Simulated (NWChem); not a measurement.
# SiH3O2 (SMILES [O][SiH2]O) at UPBE50/3-21G

What is the solvation energy at fixed shape (SMD, ethyl acetate) of SiH3O2 at UPBE50/3-21G? 

The results are computed with NWChem 7.3.0.

2 further runs of the same task are left out: 2 set aside as unsound or not needed.

**1. The structure to begin with**

SiH3O2 has 6 atoms, charge 0, and is taken as a doublet. As SMILES, `[O][SiH2]O`. Geometry: relaxed at PBE0-D4/def2-TZVP. This is one conformer, not always the lowest.

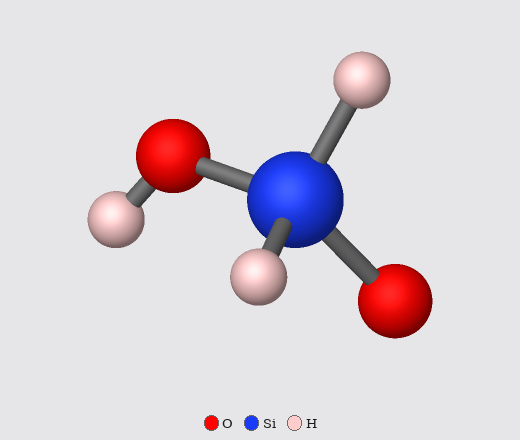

Viewed from a chosen angle; oxygen red, silicon blue, hydrogen pink.

**2. Energy and one-electron properties at UPBE50/3-21G**

run.nw

```
start run
title "H3O2Si"
memory stack 880 mb heap 220 mb global 1100 mb
charge 0

geometry units angstroms noautosym nocenter noautoz
  O    -1.671900   -0.490300    0.111200
  Si   -0.205500    0.160400   -0.263400
  O     0.949700    0.110200    0.888500
  H     0.117000   -0.700300   -1.441700
  H    -0.353500    1.594200   -0.594000
  H     1.206400   -0.738300    1.253100
end

basis spherical bse
  * library 3-21G
end

dft
  xc xpbe96 0.5 cpbe96 1.0 hfexch 0.5
  mult 2
  grid fine
  maxiter 100
  mulliken
end

property
  octupole
  quadrupole
  moldenfile
  molden_norm janpa
end

task dft property
```

Launch:

```console
$ nwchem run.nw > run.out
```

Output:

```text
[...]
          Wavefunction type:  spin polarized.
          No. of atoms     :     6
          No. of electrons :    33
[...]
          Charge           :     0
          Spin multiplicity:     2
[...]
          AO basis - number of functions:    37
[...]
              XC Information
              --------------
                     Hartree-Fock (Exact) Exchange  0.500
          PerdewBurkeErnzerhof Exchange Functional  0.500
            Perdew 1991 LDA Correlation Functional  1.000 local
           PerdewBurkeErnz. Correlation Functional  1.000 non-local
[...]
 d= 0,ls=0.0,diis     1   -438.8818549054 -5.50D+02  2.71D-02  2.34D-01     0.6
[...]
 d= 0,ls=0.0,diis    17   -439.1006584879 -4.89D-09  2.35D-07  2.42D-11     7.6
[...]
         Total DFT energy =     -439.100658487854
      One electron energy =     -827.275707510356
           Coulomb energy =      316.400079498841
    Exchange-Corr. energy =      -38.960294623383
 Nuclear repulsion energy =      110.735264147044
[...]
      Total Density - Mulliken Population Analysis
     ---------------------------------------------
    Atom       Charge   Shell Charges
 -----------   ------   -------------------------------------------------------
    1 O    8     8.44   1.99  0.44  2.01  1.54  2.46
    2 Si  14    12.84   2.00  1.97  5.86  0.74  1.50  0.30  0.46
    3 O    8     8.79   1.98  0.41  2.13  1.48  2.79
    4 H    1     1.18   0.42  0.76
    5 H    1     1.17   0.43  0.74
    6 H    1     0.59   0.42  0.16
[...]
      <S2> =      0.7534 (Exact =     0.7500)
[...]
```

Wall time 8.4 s (1 thread of Intel Xeon at 2.60GHz (Ice Lake), shared host); peak memory 0.2 GiB.

Atomic charges (e):

| atom | Mulliken | Löwdin |
| --- | --- | --- |
| O1 | -0.440 | -0.290 |
| Si2 | +1.160 | +0.780 |
| O3 | -0.790 | -0.540 |
| H4 | -0.180 | -0.120 |
| H5 | -0.170 | -0.110 |
| H6 | +0.410 | +0.280 |

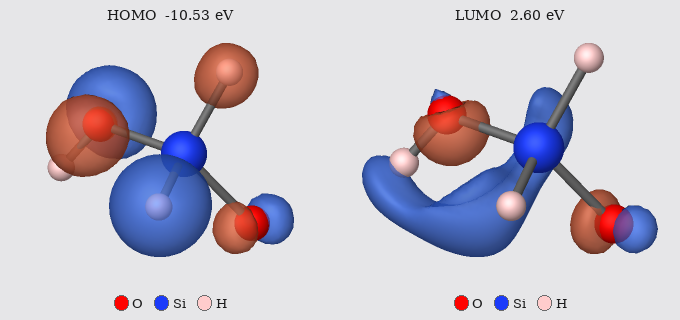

Frontier orbitals of this run (spin up), surfaces at ±0.2 Å^-3/2.

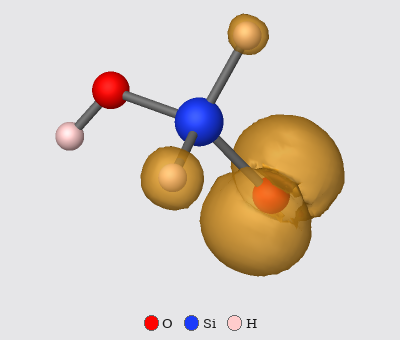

Spin density, surfaces at ±0.03 e/Å³.

**3. The charge distribution at UPBE50/3-21G (SMD ethyl acetate)**

sp.nw

```
start sp
memory total 2200 mb
geometry units atomic noautosym nocenter noautoz
   O  -3.15943311 -0.92653272  0.21013755
   Si -0.38833872  0.30311207 -0.49775386
   O   1.79467290  0.20824782  1.67902166
   H   0.22109796 -1.32337521 -2.72441815
   H  -0.66801819  3.01260139 -1.12249732
   H   2.27976560 -1.39518480  2.36801581
end
basis "ao basis" spherical bse
   * library 3-21G
end
cosmo
   do_cosmo_smd true
   solvent etoac
end
dft
   xc xpbe96 0.5 cpbe96 1.0 hfexch 0.5
   mult 2
   grid fine
   maxiter 100
   mulliken
end
property
   octupole
   quadrupole
   moldenfile
   molden_norm janpa
end
task dft property
```

Launch:

```console
$ nwchem sp.nw > sp.out
```

Output:

```text
[...]
          Wavefunction type:  spin polarized.
          No. of atoms     :     6
          No. of electrons :    33
[...]
          Charge           :     0
          Spin multiplicity:     2
[...]
          AO basis - number of functions:    37
[...]
              XC Information
              --------------
                     Hartree-Fock (Exact) Exchange  0.500
          PerdewBurkeErnzerhof Exchange Functional  0.500
            Perdew 1991 LDA Correlation Functional  1.000 local
           PerdewBurkeErnz. Correlation Functional  1.000 non-local
[...]
 d= 0,ls=0.0,diis     1   -438.8818548932 -5.50D+02  2.71D-02  2.34D-01     0.6
[...]
 d= 0,ls=0.0,diis     6   -439.1086418496 -6.91D-08  2.78D-06  2.36D-09    10.6
[...]
         Total DFT energy =     -439.108641849605
      One electron energy =     -827.181548366847
           Coulomb energy =      316.447331371455
    Exchange-Corr. energy =      -38.964290858152
 Nuclear repulsion energy =      110.735256139635
             COSMO energy =       -0.145390135696
[...]
      Total Density - Mulliken Population Analysis
     ---------------------------------------------
    Atom       Charge   Shell Charges
 -----------   ------   -------------------------------------------------------
    1 O    8     8.45   1.99  0.44  2.02  1.54  2.47
    2 Si  14    12.83   2.00  1.97  5.86  0.74  1.50  0.30  0.46
    3 O    8     8.81   1.98  0.41  2.14  1.48  2.80
    4 H    1     1.18   0.42  0.75
    5 H    1     1.17   0.43  0.74
    6 H    1     0.57   0.41  0.15
[...]
      <S2> =      0.7534 (Exact =     0.7500)
[...]
```

Wall time 11 s (1 thread of Intel Xeon at 2.60GHz (Ice Lake), shared host); peak memory 0.12 GiB.

Atomic charges (e):

| atom | Mulliken | Löwdin |
| --- | --- | --- |
| O1 | -0.450 | -0.300 |
| Si2 | +1.170 | +0.790 |
| O3 | -0.810 | -0.550 |
| H4 | -0.180 | -0.120 |
| H5 | -0.170 | -0.110 |
| H6 | +0.430 | +0.290 |

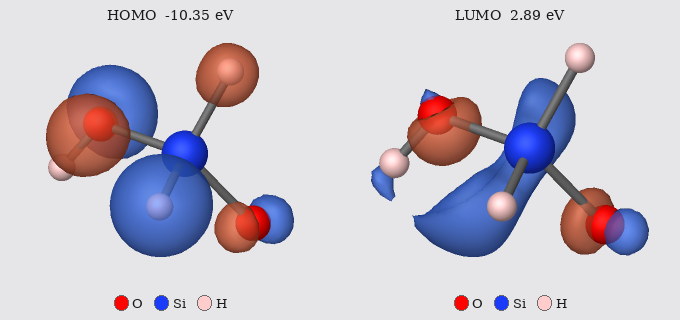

Frontier orbitals of this run (spin up), surfaces at ±0.2 Å^-3/2.

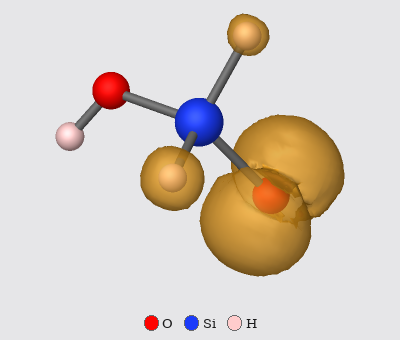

Spin density, surfaces at ±0.03 e/Å³.

**4. Results**

Level: UPBE50/3-21G.

| quantity | value |
| --- | --- |
| gas phase: total energy | -439.10066 Eh |
| gas phase: dipole moment | 1.66 D |
| gas phase: HOMO energy (highest over α and β) | -10.42 eV |
| gas phase: LUMO energy (lowest over α and β) | -2.12 eV |
| gas phase: ⟨S²⟩ | 0.753 |
| SMD, ethyl acetate: total energy | -439.10864 Eh |
| SMD, ethyl acetate: dipole moment | 1.84 D |
| SMD, ethyl acetate: HOMO energy (highest over α and β) | -10.35 eV |
| SMD, ethyl acetate: LUMO energy (lowest over α and β) | -2.07 eV |
| SMD, ethyl acetate: solvent term in the energy | -21.0 kJ/mol |
| SMD, ethyl acetate: ⟨S²⟩ | 0.753 |
| energy change from gas to solvent at fixed shape | -0.217 eV |

In words: The solvent model (SMD, ethyl acetate) lowers the energy by 0.22 eV (−21.0 kJ/mol) at the same shape.
